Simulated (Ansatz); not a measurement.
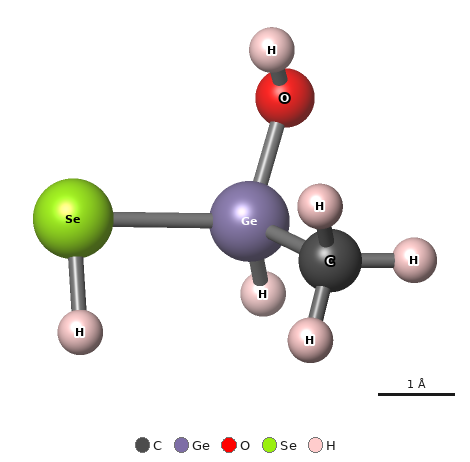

*The structure as given in the input (ball-and-stick view, seen at a tilt). Sticks mark near contacts.*

Bond lengths as drawn: C–Ge 1.88 Å, C–H 1.13 to 1.15 Å, Ge–H 1.52 Å, Ge–O 1.77 Å, Ge–Se 2.41 Å, H–O 1.01 Å and H–Se 1.52 Å.

Run report: CH$_{6}$GeOSe, geometry relaxation (part 1 of 2)

System: CH$_{6}$GeOSe.
Method: RKS LDA/def2-SVP (Ansatz 0.2.0).

It belongs to a series of runs on one base structure; here: end point B relaxed.

## Output
```
The last accepted step is kept in [file] (removed where the run ends without a failure and the disk answers)
Engine: ansatz 0.2.0, x86_64-unknown-linux-gnu
Functional definition: SPW92
  exchange = slater_x
  correlation = pw_c
1346 factors; their error is unknown
mean field evaluation 1: about -124817.1558 eV, gradient 7.7e1 eV
mean field evaluation 2: about -124749.1099 eV, gradient 1.8e2 eV
mean field evaluation 4: about -124828.3389 eV, gradient 1.6e1 eV
mean field evaluation 8: about -124828.8254 eV, gradient 1.9e-1 eV
mean field evaluation 16: about -124828.6799 eV, gradient 9.1e-4 eV
mean field -124828.67989197 eV, -4587.3693741116 hartree, gradient 6.1e-5 eV, S^2 0.000000; 0 other end points of the search recorded, 0 dependent functions left out
the calculation of the forces begins
reference -124828.67992361 eV, -4587.3693752744 hartree; 43, 43 occupied and 79, 79 virtual orbitals, 1346 factors
relax step   1: F+E_penalty+E_count = -124828.67989197 eV  Δ(F+E_penalty+E_count) = +0.000e0 eV  max|allowed force component| = 1.681e0 eV/Å  Δτ_max = 0.0000 Å  (28 SCF iters, accepted)
these checks for a lower state are left out or cut short: starts, cluster_reference, orbital_swaps, neighbouring_geometries, increment
1346 factors; their error is unknown
mean field -124828.82446084 eV, -4587.3746869195 hartree, gradient 1.3e-5 eV, S^2 0.000000; 0 other end points of the search recorded, 0 dependent functions left out
[... from here on the field's lines of each further geometry are left out, up to the last ...]
relax step   2: F+E_penalty+E_count = -124828.82446084 eV  Δ(F+E_penalty+E_count) = -1.446e-1 eV  max|allowed force component| = 6.643e-1 eV/Å  Δτ_max = 0.0888 Å  (29 SCF iters, accepted)
relax step   3: F+E_penalty+E_count = -124828.84182274 eV  Δ(F+E_penalty+E_count) = -1.736e-2 eV  max|allowed force component| = 2.509e-1 eV/Å  Δτ_max = 0.0895 Å  (28 SCF iters, accepted)
relax step   4: F+E_penalty+E_count = -124828.85097634 eV  Δ(F+E_penalty+E_count) = -9.154e-3 eV  max|allowed force component| = 1.432e-1 eV/Å  Δτ_max = 0.0442 Å  (29 SCF iters, accepted)
relax step   5: F+E_penalty+E_count = -124828.86454517 eV  Δ(F+E_penalty+E_count) = -1.357e-2 eV  max|allowed force component| = 1.721e-1 eV/Å  Δτ_max = 0.2000 Å  (29 SCF iters, accepted)
relax step   6: F+E_penalty+E_count = -124828.88091342 eV  Δ(F+E_penalty+E_count) = -1.637e-2 eV  max|allowed force component| = 6.267e-2 eV/Å  Δτ_max = 0.1999 Å  (29 SCF iters, accepted)
relax step   7: F+E_penalty+E_count = -124828.88318435 eV  Δ(F+E_penalty+E_count) = -2.271e-3 eV  max|allowed force component| = 4.657e-1 eV/Å  Δτ_max = 0.1950 Å  (28 SCF iters, accepted)
relax step   8: F+E_penalty+E_count = -124828.90581326 eV  Δ(F+E_penalty+E_count) = -2.263e-2 eV  max|allowed force component| = 1.551e-1 eV/Å  Δτ_max = 0.2000 Å  (29 SCF iters, accepted)
relax step   9: F+E_penalty+E_count = -124828.91402262 eV  Δ(F+E_penalty+E_count) = -8.209e-3 eV  max|allowed force component| = 7.189e-2 eV/Å  Δτ_max = 0.1279 Å  (29 SCF iters, accepted)
relax step  10: F+E_penalty+E_count = -124828.92631100 eV  Δ(F+E_penalty+E_count) = -1.229e-2 eV  max|allowed force component| = 6.165e-2 eV/Å  Δτ_max = 0.1999 Å  (30 SCF iters, accepted)
relax step  11: F+E_penalty+E_count = -124828.89933392 eV  Δ(F+E_penalty+E_count) = +2.698e-2 eV  max|allowed force component| = 3.292e-1 eV/Å  Δτ_max = 0.2000 Å  (35 SCF iters, rejected (line search))
relax step  12: F+E_penalty+E_count = -124828.93058515 eV  Δ(F+E_penalty+E_count) = -4.274e-3 eV  max|allowed force component| = 5.115e-2 eV/Å  Δτ_max = 0.1000 Å  (28 SCF iters, accepted)
relax step  13: F+E_penalty+E_count = -124828.93202515 eV  Δ(F+E_penalty+E_count) = -1.440e-3 eV  max|allowed force component| = 1.340e-1 eV/Å  Δτ_max = 0.0951 Å  (28 SCF iters, accepted)
relax step  14: F+E_penalty+E_count = -124828.93299698 eV  Δ(F+E_penalty+E_count) = -9.718e-4 eV  max|allowed force component| = 1.976e-1 eV/Å  Δτ_max = 0.0503 Å  (28 SCF iters, accepted)
relax step  15: F+E_penalty+E_count = -124828.93529536 eV  Δ(F+E_penalty+E_count) = -2.298e-3 eV  max|allowed force component| = 6.417e-2 eV/Å  Δτ_max = 0.0390 Å  (29 SCF iters, accepted)
relax step  16: F+E_penalty+E_count = -124828.92482404 eV  Δ(F+E_penalty+E_count) = +1.047e-2 eV  max|allowed force component| = 9.927e-1 eV/Å  Δτ_max = 0.1404 Å  (29 SCF iters, rejected (line search))
relax step  17: F+E_penalty+E_count = -124828.93850348 eV  Δ(F+E_penalty+E_count) = -3.208e-3 eV  max|allowed force component| = 1.050e-1 eV/Å  Δτ_max = 0.0702 Å  (28 SCF iters, accepted)
relax step  18: F+E_penalty+E_count = -124828.93794343 eV  Δ(F+E_penalty+E_count) = +5.601e-4 eV  max|allowed force component| = 6.440e-1 eV/Å  Δτ_max = 0.0972 Å  (29 SCF iters, rejected (line search))
relax step  19: F+E_penalty+E_count = -124828.94086248 eV  Δ(F+E_penalty+E_count) = -2.359e-3 eV  max|allowed force component| = 5.183e-2 eV/Å  Δτ_max = 0.0486 Å  (28 SCF iters, accepted)
relax step  20: F+E_penalty+E_count = -124828.94420370 eV  Δ(F+E_penalty+E_count) = -3.341e-3 eV  max|allowed force component| = 1.062e-1 eV/Å  Δτ_max = 0.0500 Å  (28 SCF iters, accepted)
relax step  21: F+E_penalty+E_count = -124828.94699186 eV  Δ(F+E_penalty+E_count) = -2.788e-3 eV  max|allowed force component| = 5.657e-1 eV/Å  Δτ_max = 0.0740 Å  (29 SCF iters, accepted)
relax step  22: F+E_penalty+E_count = -124828.95725831 eV  Δ(F+E_penalty+E_count) = -1.027e-2 eV  max|allowed force component| = 2.253e-1 eV/Å  Δτ_max = 0.1125 Å  (29 SCF iters, accepted)
relax step  23: F+E_penalty+E_count = -124828.97015270 eV  Δ(F+E_penalty+E_count) = -1.289e-2 eV  max|allowed force component| = 2.678e-1 eV/Å  Δτ_max = 0.1687 Å  (34 SCF iters, accepted)
relax step  24: F+E_penalty+E_count = -124828.98140775 eV  Δ(F+E_penalty+E_count) = -1.126e-2 eV  max|allowed force component| = 8.627e-2 eV/Å  Δτ_max = 0.0869 Å  (29 SCF iters, accepted)
relax step  25: F+E_penalty+E_count = -124828.97391364 eV  Δ(F+E_penalty+E_count) = +7.494e-3 eV  max|allowed force component| = 3.332e-1 eV/Å  Δτ_max = 0.0822 Å  (28 SCF iters, rejected (line search))
relax step  26: F+E_penalty+E_count = -124828.98335599 eV  Δ(F+E_penalty+E_count) = -1.948e-3 eV  max|allowed force component| = 1.156e-1 eV/Å  Δτ_max = 0.0401 Å  (29 SCF iters, accepted)
relax step  27: F+E_penalty+E_count = -124828.98428535 eV  Δ(F+E_penalty+E_count) = -9.294e-4 eV  max|allowed force component| = 2.585e-2 eV/Å  Δτ_max = 0.0679 Å  (28 SCF iters, accepted)
relax step  28: F+E_penalty+E_count = -124828.98407321 eV  Δ(F+E_penalty+E_count) = +2.121e-4 eV  max|allowed force component| = 4.851e-2 eV/Å  Δτ_max = 0.0239 Å  (29 SCF iters, rejected (line search))
the calculation of the forces begins
reference -124828.98459019 eV, -4587.3805715649 hartree; 43, 43 occupied and 79, 79 virtual orbitals, 1346 factors
relax step  29: F+E_penalty+E_count = -124828.98455772 eV  Δ(F+E_penalty+E_count) = -2.724e-4 eV  max|allowed force component| = 1.202e-2 eV/Å  Δτ_max = 0.0119 Å  (29 SCF iters, accepted)
1346 factors; their error is unknown
mean field evaluation 224: about -124829.0894 eV, gradient 3.5e0 eV
```

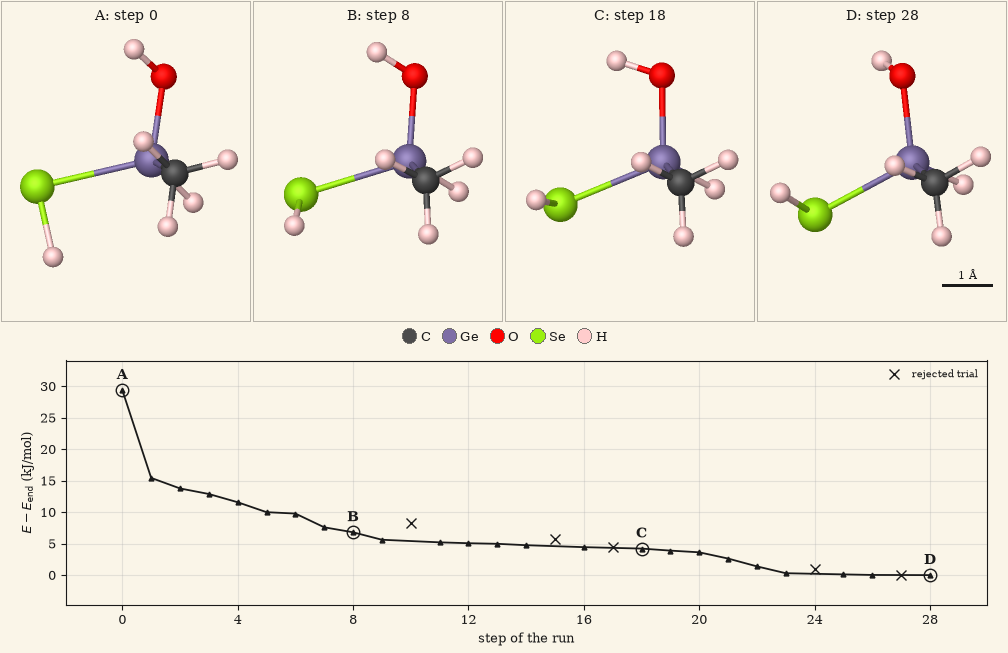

*Frames of the relaxation (ball-and-stick view, seen at a tilt) above the curves, on which the letters mark them (the first geometry is step 0 here and step 1 in the log).*

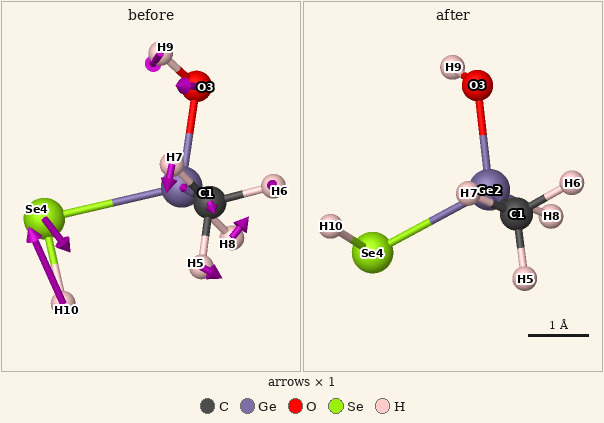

*Before (left) and after (right) the relaxation, at one scale (ball-and-stick view, seen at a tilt). The pink arrows give the displacements, at true length.*

The energy falls by 29.4 kJ/mol in 28 geometry steps. Largest force component: 1.7 eV/Å at the start, 0.012 eV/Å at the end. The line search rejected the trial steps at points 10, 15, 17, 24, 27 (counted from 0) and went back. The atom that moves furthest after the best rigid fit is H10 (1.53 Å). By element the largest moves are H 1.53 Å, Se 0.78 Å, O 0.60 Å, C 0.23 Å, Ge 0.13 Å. Distances before and after: Ge2–Se4 2.408 → 2.346 Å, C1–Ge2 1.876 → 1.919 Å, Se4–H10 1.522 → 1.484 Å, C1–H5 1.146 → 1.108 Å. Among the angles that change: Se4–Ge2–H8 109.3° → 103.6°, C1–Ge2–O3 108.8° → 103.9°, C1–Ge2–H8 110.7° → 114.9°. (Atoms are counted from 1 in the order of the input.)

```
mean field -124828.98455772 eV, -4587.3805703715 hartree, gradient 1.2e-5 eV, S^2 0.000000; 1 other end points of the search recorded, 0 dependent functions left out
the calculation of the forces begins
reference -124828.98459019 eV, -4587.3805715649 hartree; 43, 43 occupied and 79, 79 virtual orbitals, 1346 factors
Total energy: -124828.98459019 eV, -4587.3805715649 hartree
Atom 0 at    -1.451284     0.283529    -0.249501 Å, force    -0.003358     0.002252     0.003047 eV/Å
Atom 1 at     0.092251    -0.754572     0.223949 Å, force    -0.001067    -0.003878    -0.006272 eV/Å
Atom 2 at     0.993472     0.301058     1.329468 Å, force     0.012019     0.000029    -0.000218 eV/Å
Atom 3 at     1.400046    -1.320436    -1.639886 Å, force    -0.005039     0.009388    -0.000433 eV/Å
Atom 4 at    -2.092090    -0.277714    -0.958310 Å, force     0.000516    -0.000914    -0.000768 eV/Å
Atom 5 at    -2.031879     0.525623     0.664665 Å, force     0.000963     0.000619    -0.000666 eV/Å
Atom 6 at    -1.119877     1.230375    -0.722644 Å, force    -0.001302    -0.002051    -0.001967 eV/Å
Atom 7 at    -0.218726    -2.124634     0.880804 Å, force    -0.000959    -0.003465     0.004102 eV/Å
Atom 8 at     1.894662    -0.040365     1.488674 Å, force    -0.006830     0.002111     0.002595 eV/Å
Atom 9 at     1.379757     0.081367    -2.126549 Å, force     0.005057    -0.004090     0.000581 eV/Å
Dipole moment:    -0.100197     0.054456     0.008042 e Å
```

## Trajectory as extended XYZ (Å, eV, eV/Å), 21 of the 29 frames kept, from step=1 to step=29
```
10
Properties=species:S:1:pos:R:3:forces:R:3 step=1 energy=-124828.67989
C    -1.2322    0.3950   -0.1386   -1.4975   1.6813  -0.8143
Ge    0.1950   -0.7705    0.2139    0.8184  -0.1487  -0.4860
O     1.0183   -0.2353    1.6814    0.6532   1.1189  -0.1475
Se    1.7672   -0.7298   -1.6090   -0.8294  -0.2713  -0.0101
H    -1.8069    0.1021   -1.0857    0.5622   0.2212   0.8065
H    -1.9851    0.4469    0.7052    0.4839  -0.2166  -0.3766
H    -0.8630    1.4697   -0.2943   -0.2558  -0.9919   0.0565
H    -0.3073   -2.1873    0.4113    0.0083  -0.4812   0.2678
H     1.3905    0.6862    1.5201   -0.4670  -1.1945   0.3151
H     0.6698   -1.2728   -2.5136    0.5237   0.2828   0.3887
10
Properties=species:S:1:pos:R:3:forces:R:3 step=2 energy=-124828.82446
C    -1.2574    0.4284   -0.1692   -0.6643   0.5925  -0.1932
Ge    0.1794   -0.7696    0.2008    0.3802  -0.2657  -0.0092
O     1.0845   -0.2816    1.6445    0.1045   0.5823  -0.0874
Se    1.7311   -0.7204   -1.5680   -0.0863  -0.0862  -0.1033
H    -1.8150    0.1232   -1.0919    0.1958   0.0165   0.2487
H    -1.9839    0.4502    0.6801    0.1509  -0.0466  -0.1405
H    -0.8878    1.4729   -0.3392   -0.0194  -0.3474   0.0559
H    -0.2636   -2.2199    0.4801   -0.0293   0.0048   0.0763
H     1.3863    0.6535    1.5348   -0.1273  -0.5229   0.1650
H     0.6727   -1.2324   -2.4813    0.0952   0.0728  -0.0124
10
Properties=species:S:1:pos:R:3:forces:R:3 step=4 energy=-124828.85098
C    -1.2703    0.4331   -0.1762    0.0011  -0.0278   0.0047
Ge    0.1905   -0.7758    0.1986   -0.0069  -0.0425   0.1199
O     1.0822   -0.2772    1.6518   -0.0449   0.0384  -0.1432
Se    1.7268   -0.7433   -1.5869    0.0317  -0.0418   0.0238
H    -1.8082    0.1075   -1.0889   -0.0267  -0.0332  -0.0473
H    -1.9838    0.4514    0.6730   -0.0028  -0.0098   0.0294
H    -0.8803    1.4543   -0.3546    0.0295   0.0521  -0.0016
H    -0.2723   -2.2108    0.5431    0.0227   0.0400  -0.0182
H     1.3888    0.6462    1.5646    0.0217  -0.0120   0.0595
H     0.6728   -1.1811   -2.5338   -0.0253   0.0366  -0.0271
10
Properties=species:S:1:pos:R:3:forces:R:3 step=5 energy=-124828.86455
C    -1.2705    0.4118   -0.1979    0.0807  -0.0049  -0.0963
Ge    0.1830   -0.7974    0.2154    0.0346   0.0750  -0.0359
O     1.0699   -0.2677    1.6529   -0.0244  -0.0952   0.0751
Se    1.7438   -0.8236   -1.5529   -0.1721  -0.0416  -0.0911
H    -1.8486    0.0370   -1.0700    0.0160   0.0202   0.0403
H    -1.9456    0.4931    0.6781   -0.0302   0.0011   0.0197
H    -0.8609    1.4144   -0.4479   -0.0421  -0.0617   0.0104
H    -0.2786   -2.2211    0.5857   -0.0092  -0.0118   0.0381
H     1.4113    0.6416    1.5744    0.0172   0.0587  -0.0508
H     0.6426   -0.9838   -2.5473    0.1296   0.0602   0.0905
10
Properties=species:S:1:pos:R:3:forces:R:3 step=7 energy=-124828.88318
C    -1.2699    0.3650   -0.2423   -0.0463  -0.0302   0.0445
Ge    0.1678   -0.8267    0.2646   -0.0190  -0.0210   0.0137
O     1.0643   -0.2556    1.6839    0.1526   0.3540  -0.0767
Se    1.7100   -0.9507   -1.5122   -0.4657   0.1070  -0.4031
H    -1.8564   -0.0691   -1.0794    0.0121  -0.0264   0.0177
H    -1.9462    0.5164    0.6272    0.0346  -0.0049  -0.0500
H    -0.8652    1.3442   -0.5671    0.0289   0.0292   0.0062
H    -0.3245   -2.2146    0.7336    0.0238   0.0306  -0.0253
H     1.5380    0.5868    1.4944   -0.1703  -0.3325   0.0603
H     0.6284   -0.5915   -2.5121    0.4492  -0.1059   0.4126
```
